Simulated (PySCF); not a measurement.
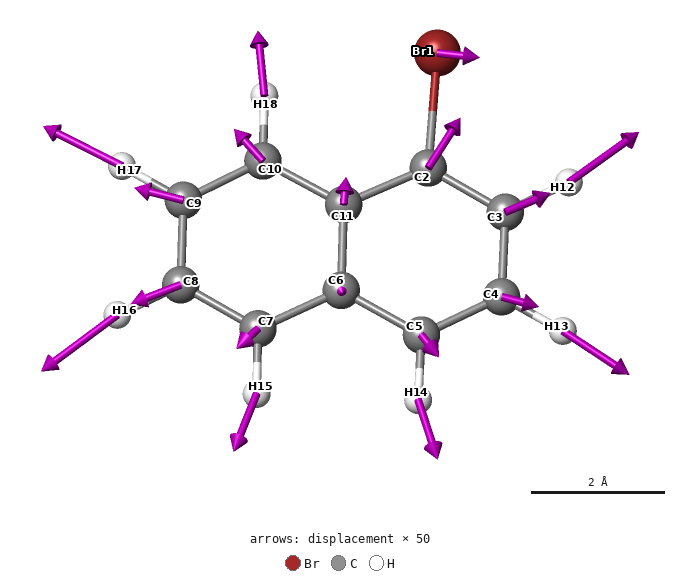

This is a relaxation of C10H7Br. The starting structure is drawn; purple arrows show the displacements, 50 times their true length. The two geometries are superimposed by the best rigid fit.

The picture is a ball-and-stick view, seen at a tilt.

The start comes from GFN2-xTB.

All numbers below come from PySCF 2.14.0, density-fitted response routines, PBE0-D3(BJ)/def2-SVP geometry optimisation, gas phase. 

Q: Describe the change and its energy.

A: The largest move after the best rigid fit is that of H16, 0.029 Å. Largest moves by element: H 0.029 Å, C 0.019 Å, Br 0.013 Å. Near-neighbour distances that change, for instance: Br1–C2 1.911 → 1.892 Å, C10–H18 1.080 → 1.091 Å, C6–C11 1.423 → 1.433 Å, C3–C4 1.402 → 1.412 Å. The energy falls by 0.046 eV in 4 geometry steps.
